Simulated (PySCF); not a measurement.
Energy landscape of H2Te, singlet: map of symmetric stretch and bend. Scanned: Te-H bond length and H-Te-H angle.

Level of theory: restricted B3LYP/3-21G (PySCF).

Energy in kJ/mol above the lowest grid point; x is the Te-H bond length (Å), y the H-Te-H angle (°).

```csv
y \ x,1.41,1.49,1.58,1.66,1.74,1.83,1.91,1.99,2.08,2.16,2.24
180,451.0,371.4,332.2,327.9,342.9,374.6,406.5,419.8,436.2,453.6,473.4
170,441.3,359.7,317.3,308.5,314.6,325.6,337.0,352.1,373.3,395.4,419.8
160,413.2,326.0,275.2,256.6,252.4,258.9,272.1,290.8,316.8,343.3,371.9
150,371.3,277.4,219.3,195.8,189.9,197.9,214.2,236.6,267.1,297.5,329.8
140,323.9,225.4,163.8,139.3,134.3,144.8,164.1,190.0,224.4,258.1,293.7
130,279.0,177.9,115.1,90.9,87.3,100.4,122.4,151.1,188.8,225.4,263.7
120,241.4,138.9,75.8,52.2,50.0,65.1,89.2,120.3,160.6,199.4,239.9
110,213.9,110.3,47.0,23.9,22.7,39.2,65.0,97.7,139.9,180.4,222.4
100,198.0,93.5,29.7,6.7,5.8,23.2,49.9,83.6,127.0,168.6,211.7
90,195.4,89.5,24.6,1.1,0.0,17.4,44.3,78.4,122.3,164.3,207.8
80,207.8,99.7,32.9,8.1,6.0,22.5,48.8,82.5,126.0,167.8,211.1
70,237.2,126.0,56.2,29.0,24.8,39.4,64.1,96.4,138.6,179.4,221.8
```

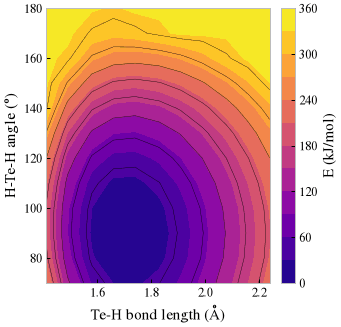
Figure. Energy surface, cut off at 334 kJ/mol.

Points that lie below all their neighbours on the grid: x = 1.74, y = 90 (0.0 kJ/mol).
